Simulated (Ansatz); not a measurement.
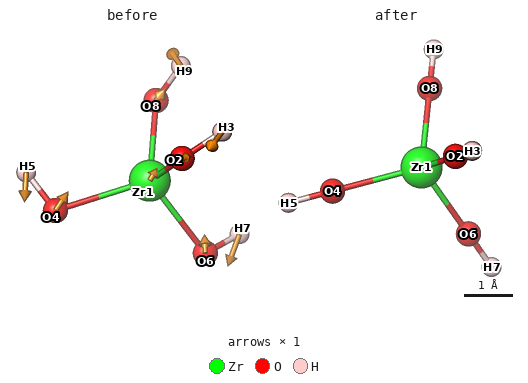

The structure of ZrH4O4 before (left) and after (right) a relaxation, at one scale. The orange arrows give the displacements, at their true length.

A ball-and-stick model, seen at a tilt.

The run prepares the start of a later molecular dynamics calculation, from a guessed geometry.

The calculation used Ansatz, RKS PBE0/def2-SVP. Settings: no spin polarisation; force threshold 0.02 eV/Å; at most 40 steps.

> Summarise the run.

After 9 geometry steps the energy has fallen by 31.8 kcal/mol. Largest force component: 2.7 eV/Å at the start, 0.0045 eV/Å at the end. The forces were under the threshold at step 7, but the run went on from there. H3 moves most after the best rigid fit: 0.93 Å. By element the largest moves are H 0.93 Å, O 0.49 Å, Zr 0.32 Å. Some distances before and after: Zr1–O2 2.070 → 1.927 Å, O2–H3 1.010 → 0.954 Å. Bond angles that change, for instance: Zr1–O4–H5 109.5° → 179.9°, Zr1–O2–H3 109.5° → 179.9°. Cost: 14 s on 4 threads of Arm Neoverse V2 (shared host), peak memory 0.24 GiB.
